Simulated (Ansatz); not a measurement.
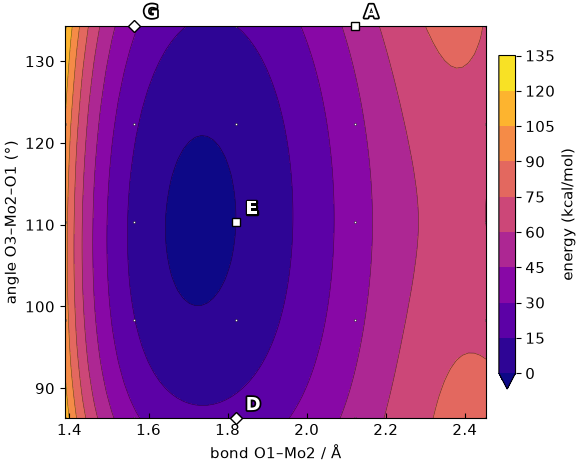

MoO3, SMILES [O]=[Mo](=[O])=[O]. Two internal coordinates are moved rigidly from the geometry relaxed at PBE0-D4/def2-TZVP, all others fixed. Coordinates scanned: (1) bond O1–Mo2; (2) angle O3–Mo2–O1. The scan uses a 5 × 5 grid. Points are written as (first, second). Energies are in kcal/mol, from the lowest grid point. The calculation used Ansatz, RHF-CCSD(T), frozen core/def2-TZVPP.

The picture shows filled contours, dots at the grid points, lettered points. Between grid points the surface is interpolated.

### Rank the lettered points by energy, lowest first.

E (0 kcal/mol), D (20 kcal/mol), G (32 kcal/mol), A (50 kcal/mol).
